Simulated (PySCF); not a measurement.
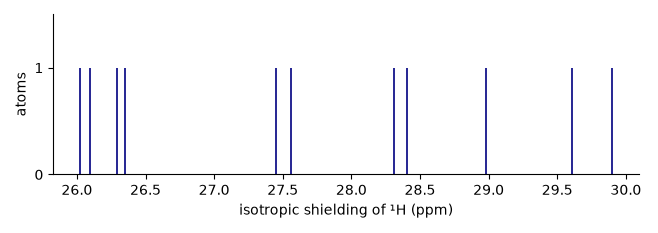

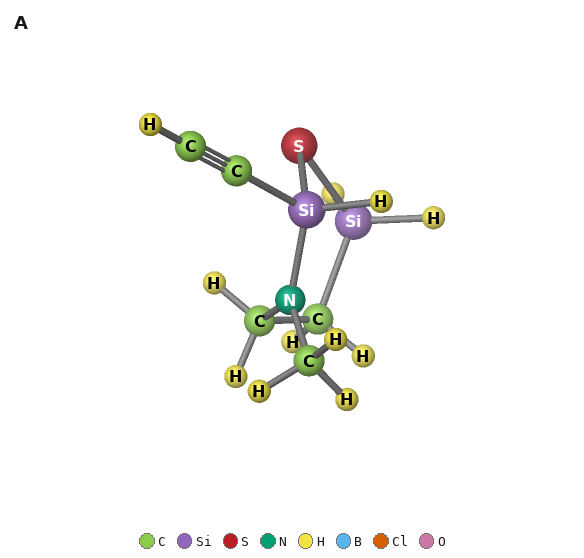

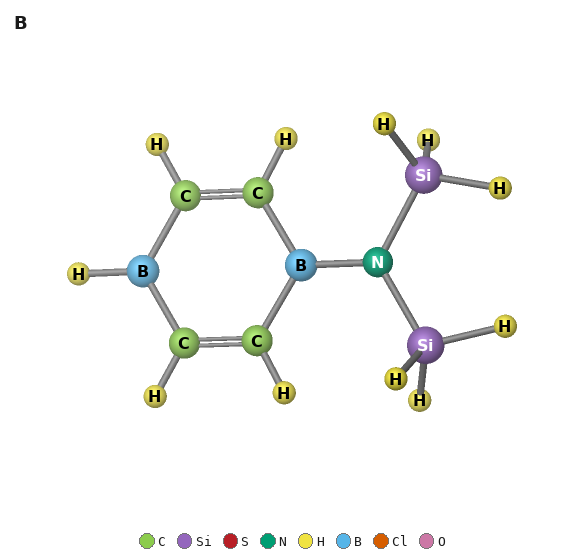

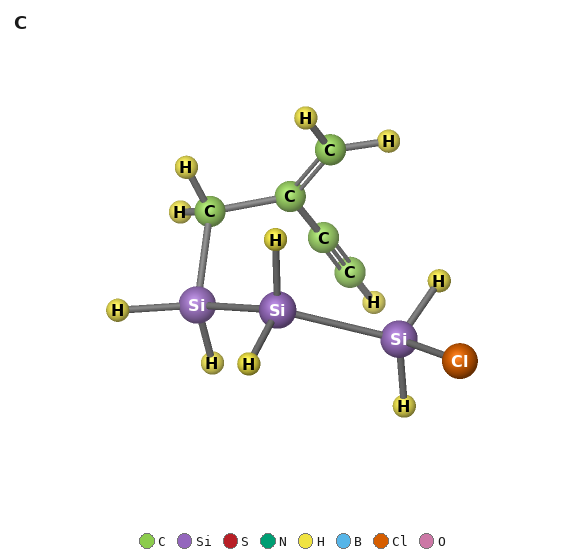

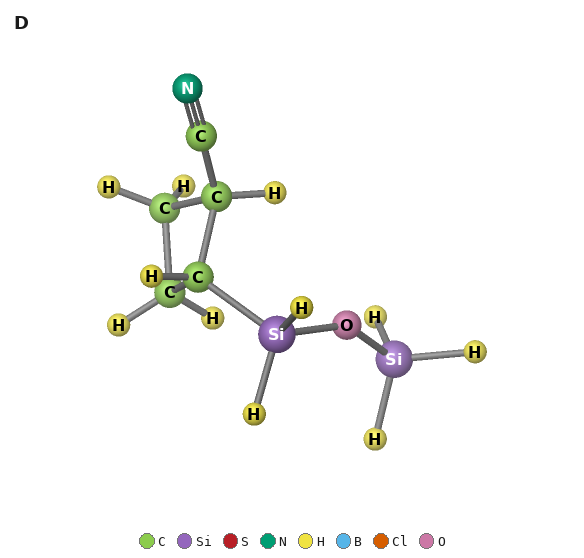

The sticks are computed shieldings of one of the molecules, for one fixed geometry (GFN2-xTB) without averaging over rotations. Low shielding means a high chemical shift. Method: GIAO PBE0/pcSseg-1 NMR shielding, non-relativistic, gas phase (PySCF 2.14.0).

Question: Match the spectrum to a structure.

Answer: C, `C#CC(=C)C[SiH2][SiH2][SiH2]Cl`. Its 11 H atoms give lines at 26.02, 26.10, 26.29, 26.35, 27.45, 27.56, 28.31, 28.40, 28.98, 29.61, 29.90 ppm.

The geometry is semi-empirical. Around Si such bond lengths and angles can be off by a tenth of an ångström or more and by several degrees, and values that hang on the shape move with them.
